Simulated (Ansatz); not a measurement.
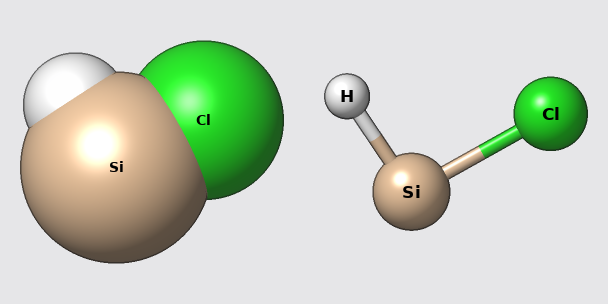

The same structure drawn twice, from different directions.

The computed structure is the end point of a PBE0-D4/def2-TZVP optimisation.

What is the molecular formula?

ClHSi, 3 atoms: 1 chlorine, 1 hydrogen and 1 silicon.

Which point group does it belong to?

Cs.

How many bonds of each kind are drawn?

1 Cl–Si, 1 Si–H. Sticks follow a distance rule.

The parts below concern this one geometry. Atoms keep their numbers from picture to picture.

**Electronic properties**

Level of theory: RKS PBE0-D4/def2-TZVPP (Ansatz 0.2.0).

What is the LUMO energy (Kohn–Sham orbital)?

−2.97 eV.

What is the HOMO energy (Kohn–Sham orbital)?

−6.99 eV.

**Vibrations**

Harmonic vibrations computed with RKS PBE0-D4/def2-TZVP (Ansatz 0.2.0) at a stationary point of the same level.

How many vibrational modes are there, and where do they lie?

3 modes: 525, 812, 2019 cm⁻¹.

**Dipole moment**

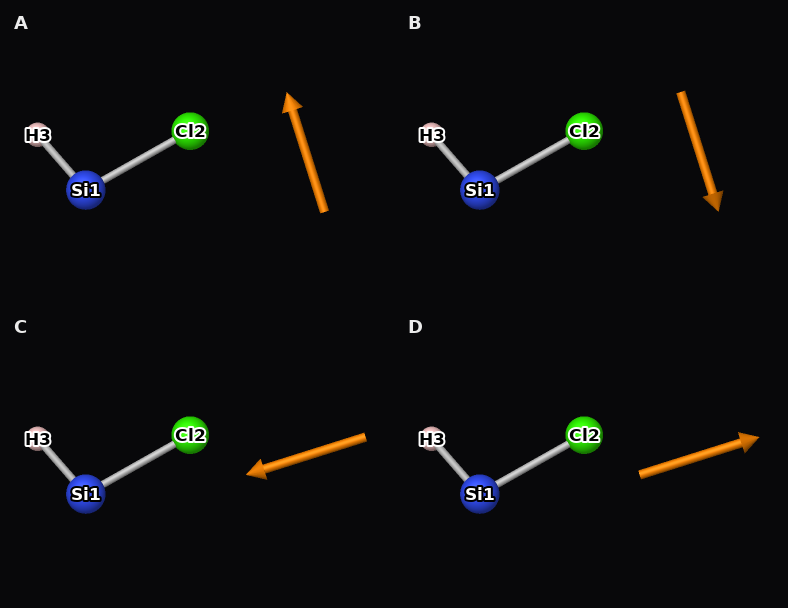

The same molecule four times, each with an arrow. Method: RKS PBE0-D4/def2-TZVP (Ansatz 0.2.0).

Which arrow points along the dipole moment, from the negative to the positive end?

C. The dipole moment is 0.97 D; it points from the side of Cl2 to the side of H3 (the outermost atoms at the two ends).

**Charges**

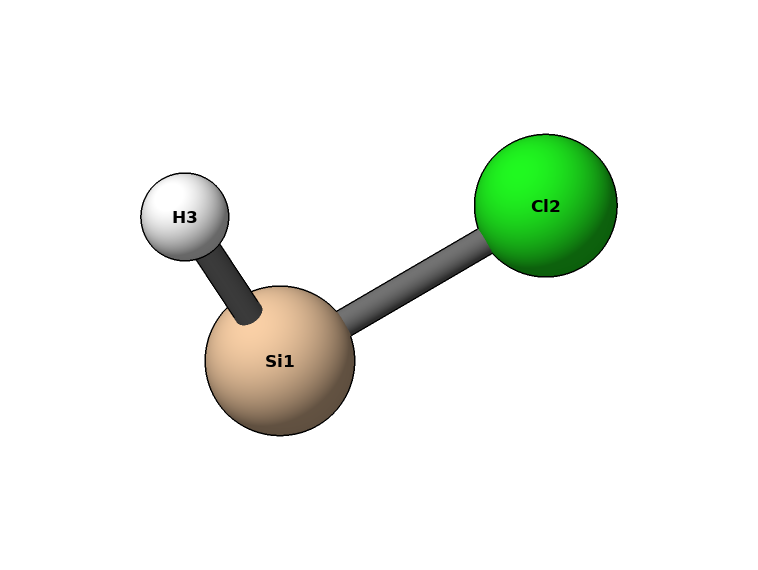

The questions are on Mulliken charges. Level of theory: RKS PBE0-D4/def2-TZVP (Ansatz 0.2.0).

Give the Mulliken charges atom by atom.

| atom | value (e) |
| --- | --- |
| Si1 | 0.24 |
| Cl2 | −0.22 |
| H3 | −0.02 |

Mulliken values depend strongly on the basis set and can even reverse the polarity of a bond.
